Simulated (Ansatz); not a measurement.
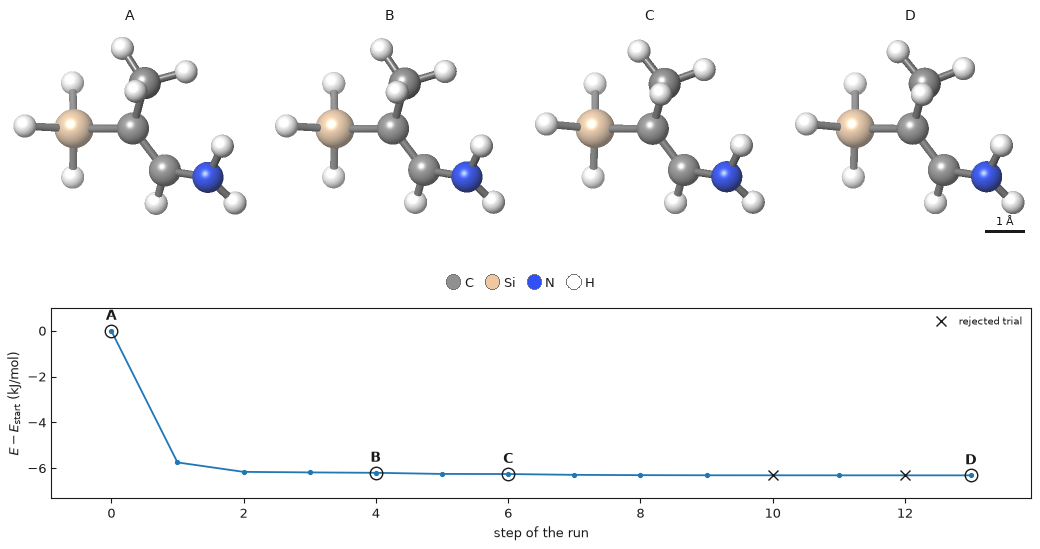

Frames of a relaxation of C3H9NSi, marked on the history of the run. A ball-and-stick model, seen at a tilt.

The start comes from PBE-D4/def2-SVP.

Theory: Ansatz 0.2.0, RKS PBE0-D4/def2-TZVP.

The input:
```yaml
crystal:
  periodic: [false, false, false]
  atoms:
    - {symbol: C, position_ang: [-0.654303, 0.404846, 1.301239]}
    - {symbol: C, position_ang: [0.093272, -0.140373, 0.103400]}
    - {symbol: Si, position_ang: [1.223574, -1.607336, 0.285863]}
    - {symbol: C, position_ang: [-0.031239, 0.455478, -1.122155]}
    - {symbol: N, position_ang: [-0.760152, 1.591103, -1.399149]}
    - {symbol: H, position_ang: [-1.716097, 0.645362, 1.058408]}
    - {symbol: H, position_ang: [-0.684732, -0.315832, 2.143180]}
    - {symbol: H, position_ang: [-0.195558, 1.339294, 1.698207]}
    - {symbol: H, position_ang: [0.497372, -2.811252, 0.841479]}
    - {symbol: H, position_ang: [2.373321, -1.350624, 1.234292]}
    - {symbol: H, position_ang: [1.799354, -1.970041, -1.060065]}
    - {symbol: H, position_ang: [0.513719, 0.054343, -1.994475]}
    - {symbol: H, position_ang: [-1.043807, 1.759444, -2.363416]}
    - {symbol: H, position_ang: [-1.427424, 1.916289, -0.697907]}
basis:
  gaussian: {orbitals: def2-TZVP}
hamiltonian: {xc: pbe0, dispersion: d4}
relax: {f_tol: 0.005, max_steps: 150}
```

Run as
```bash
ansatz run in.yaml --threads 4 --pin off --events-out ev --progress --plain --max-ram 10444MiB
```

What happens along the run?

Answer. The largest moves after the best rigid fit, 0.19 Å, are those of H7 and H8. By element the largest moves are H 0.19 Å, N 0.04 Å, Si 0.03 Å, C 0.03 Å. Some distances before and after: C2–C4 1.368 → 1.345 Å, C2–Si3 1.861 → 1.841 Å, Si3–H10 1.512 → 1.493 Å, C4–H12 1.104 → 1.086 Å. The energy falls by 6.31 kJ/mol in 11 accepted moves (13 points after the start). The largest force component goes from 0.71 to 0.0035 eV/Å. The line search rejected the trial steps at points 10, 12 of the run. The forces were under the threshold at step 8, but the run went on from there. From step 0 to 4: H8 moves most (0.05 Å), energy −6.20 kJ/mol. From step 4 to 6: H7 moves most (0.11 Å), energy −0.05 kJ/mol. From step 6 to 13: H atoms move most (0.04 Å), energy −0.06 kJ/mol.
